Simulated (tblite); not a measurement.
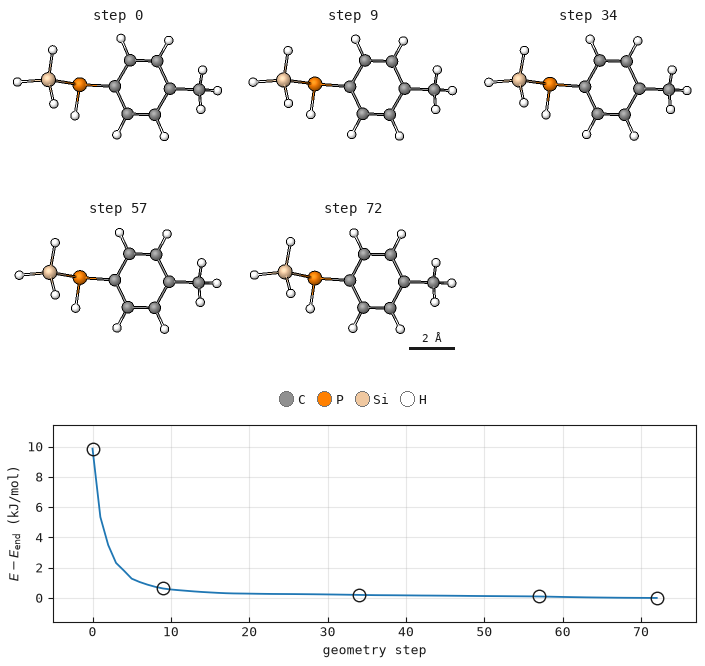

Frames of a relaxation of C₇H₁₁PSi, marked on the history of the run. The picture is a ball-and-stick view, seen at a tilt.

Computed with GFN2-xTB geometry optimisation, gas phase (tblite). 

### What happens along the run?

The atom that moves furthest after the best rigid fit is an H atom (0.21 Å). By element the largest moves are H 0.21 Å, Si 0.09 Å, C 0.08 Å, P 0.04 Å. Among the contacts that change: H–Si 1.494 → 1.463 Å, H–P 1.422 → 1.391 Å, C–C 1.412 → 1.390 Å, C–C 1.399 → 1.382 Å. Bond angles that change, for instance: P–Si–H 109.7° → 113.4°, C–P–H 99.3° → 96.1°, P–Si–H 110.0° → 107.0°. Over 72 geometry steps the energy falls by 9.86 kJ/mol. The run took 0.51 s on 1 thread of Arm Neoverse V2 (shared host). From step 0 to 9: an H atom moves most (0.08 Å), energy −9.24 kJ/mol. From step 9 to 34: an H atom moves most (0.06 Å), energy −0.42 kJ/mol. From step 34 to 57: an H atom moves most (0.08 Å), energy −0.10 kJ/mol. From step 57 to 72: an H atom moves most (0.08 Å), energy −0.10 kJ/mol.

| step | E − E(0), kJ/mol |
| --- | --- |
| 0 | 0.00 |
| 1 | -4.52 |
| 2 | -6.37 |
| 3 | -7.55 |
| 4 | -8.05 |
| 5 | -8.59 |
| 6 | -8.81 |
| 7 | -8.98 |
| 8 | -9.13 |
| 9 | -9.24 |
| 10 | -9.30 |
| 13 | -9.43 |
| 17 | -9.55 |
| 20 | -9.58 |
| 23 | -9.60 |
| 26 | -9.61 |
| 30 | -9.63 |
| 33 | -9.65 |
| 36 | -9.68 |
| 39 | -9.69 |
| 43 | -9.70 |
| 46 | -9.72 |
| 49 | -9.73 |
| 52 | -9.74 |
| 56 | -9.76 |
| 59 | -9.79 |
| 62 | -9.81 |
| 65 | -9.84 |
| 69 | -9.85 |
| 72 | -9.86 |
